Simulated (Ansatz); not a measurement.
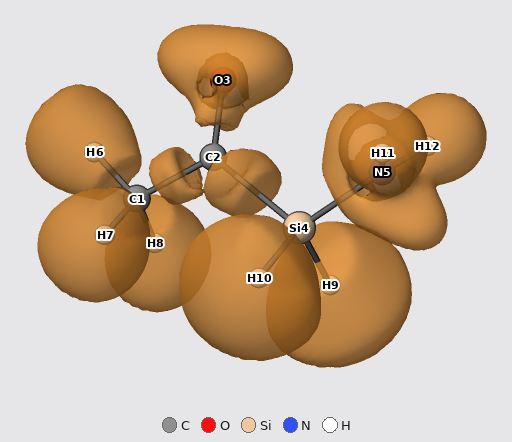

Figure 1: C2H7NOSi. Isosurface of the ELF at 0.75 (orange), seen at a tilt. Core shells and regions of very low density are left out.

All numbers below come from RKS r2SCAN-D4/6-31G (Ansatz 0.2.0).

```xyz
12

C    -1.9282    0.7184   -0.0561
C    -0.4200    0.8141   -0.0656
O     0.1697    1.9111   -0.1466
Si    0.6205   -0.8504    0.0349
N     2.3529   -0.5970    0.0909
H    -2.3747    1.7165   -0.1126
H    -2.2711    0.2098    0.8560
H    -2.2730    0.1123   -0.9064
H     0.2499   -1.6644   -1.1803
H     0.2046   -1.5797    1.2857
H     2.8553   -0.4962    0.9595
H     2.8911   -0.3496   -0.7254
```

**Describe the localisation domains.**

The surface consists of one region between bonded C–C atoms (shared pairs), one region between bonded C–Si atoms (shared pairs), five regions around hydrogen nuclei, one region on O in which the atom's valence shell and bonds are merged and one joined region spread over several atoms (H, N), in which their bonds and any lone pairs are merged. Profiles from the grid: C–O (1.25 Å): the ELF peaks at about 0.90 between the atoms: a polar covalent bond. C–C (1.51 Å): the ELF peaks at about 0.95 between the atoms: localised, covalent bonding.
